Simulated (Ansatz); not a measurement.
**Single-point calculation of WS₂ (charge +1)**

System: WS₂, charge +1, multiplicity 2.
Method: UKS PBE0-D4/def2-TZVP (Ansatz 0.2.0).

The geometry comes from this level: PBE-D4/def2-TZVP.

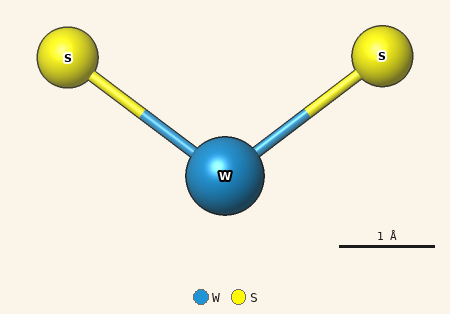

*The structure (ball-and-stick view, seen at an oblique angle). Sticks mark near contacts.*

## Summary

- outcome: converged
- total energy: −23481.9140 eV
- mean-field energy: −23481.8266 eV
- dispersion energy: −0.0874 eV
- ⟨S²⟩: 0.845
- SCF solution under orbital rotations: stable
- HOMO (either spin): −12.88 eV
- LUMO (either spin): −9.74 eV
- hardware: 4 threads of Arm Neoverse V2, 23 GiB of memory available, shared host
- wall time: 4 s (CPU time 15 s)
- peak memory: 0.28 GiB

## Notes

⟨S²⟩ is 0.84 against 0.75 for a pure state: the solution is spin-contaminated.

## Input file
```yaml
crystal:
  periodic: [false, false, false]
  atoms:
    - {symbol: W, position_ang: [-0.403706, -0.752909, 0.001372]}
    - {symbol: S, position_ang: [1.661119, -0.406088, -0.050528]}
    - {symbol: S, position_ang: [-1.257414, 1.158997, 0.049157]}
basis:
  gaussian: {orbitals: def2-TZVP, initial_orbitals: start.molden}
total_charge: 1
magnetization: {spin_polarized: true, initial_magnetization: 1}
hamiltonian: {xc: pbe0, dispersion: d4}
output: {orbitals: {seedname: orbitals}}
```

Command:
```bash
ansatz run in.yaml --threads 4 --pin off --events-out ev --progress --plain --max-ram 3916MiB
```

## What the program printed
```
Functional definition: PBE0
  name "PBE0"
  cite "Adamo & Barone, J. Chem. Phys. 110, 6158 (1999) doi:10.1063/1.478522"
  cite "Perdew, Burke & Ernzerhof, Phys. Rev. Lett. 77, 3865 (1996) doi:10.1103/PhysRevLett.77.3865"
  parent pbe
  parameter a = 0.25
  parameter kappa = 0.804
  parameter beta = 0.06672455060314922
  exchange = (1 - a)*pbe_x(kappa = kappa, mu = beta*pi^2/3) + a*exact_x
  correlation = pbe_c(beta = beta)
942 factors; their error is unknown
mean field evaluation 1: about -23466.7253 eV, gradient 2.4e2 eV
mean field evaluation 2: about -23471.5481 eV, gradient 1.5e1 eV
mean field evaluation 4: about -23476.6328 eV, gradient 1.8e0 eV
mean field evaluation 8: about -23480.6225 eV, gradient 1.3e1 eV
mean field evaluation 16: about -23481.8266 eV, gradient 1.0e-5 eV
mean field evaluation 32: about -23481.8266 eV, gradient 1.2e-3 eV
mean field -23481.82655617 eV, -862.9412093854 hartree, gradient 8.8e-6 eV, S^2 0.844519; 4 other end points of the search recorded, 0 dependent functions left out
reference -23481.82658286 eV, -862.9412103665 hartree; 23, 22 occupied and 91, 92 virtual orbitals, 942 factors
Total energy: -23481.91397874 eV, -862.9444221057 hartree
```

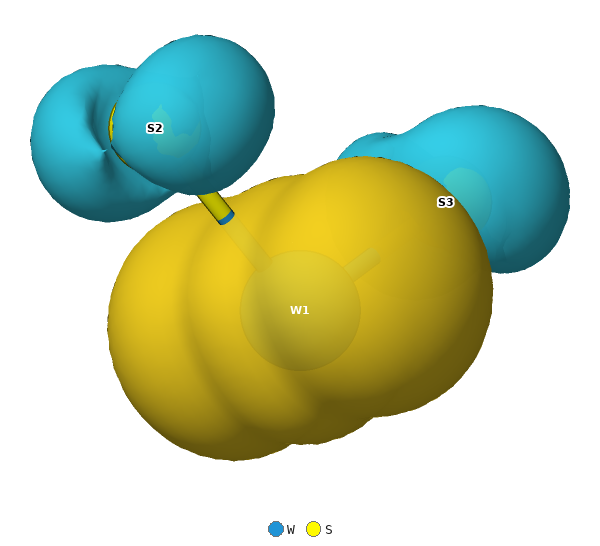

*Isosurfaces of the spin density at +0.03 (yellow) and −0.03 e/Å³ (cyan), seen at an oblique angle.*

The unpaired spin (1 electron) lies mostly on W1 (about 1.4), in electrons by Hirshfeld's partition, with opposite, polarisation-induced spin on S2 and S3.

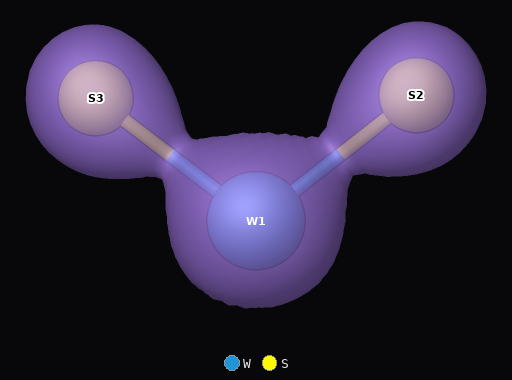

*Isosurface of the electron density at 1 e/Å³ (purple), seen face on.*

At this value the surface is in one piece. On the grid the lowest density along these lines, outside the cores, is 1.1 e/Å³ (W–S, 2.09 Å).

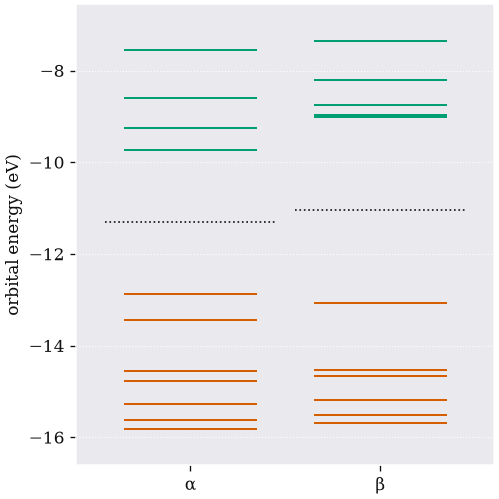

*Orbital energies near the frontier for α and β spins; the dotted line parts filled from empty levels, and levels within 0.02 eV of each other stand side by side.*

α: highest filled −12.88 eV, lowest empty −9.74 eV, 3.14 eV apart; β: highest filled −13.07 eV, lowest empty −9.01 eV, 4.06 eV apart.
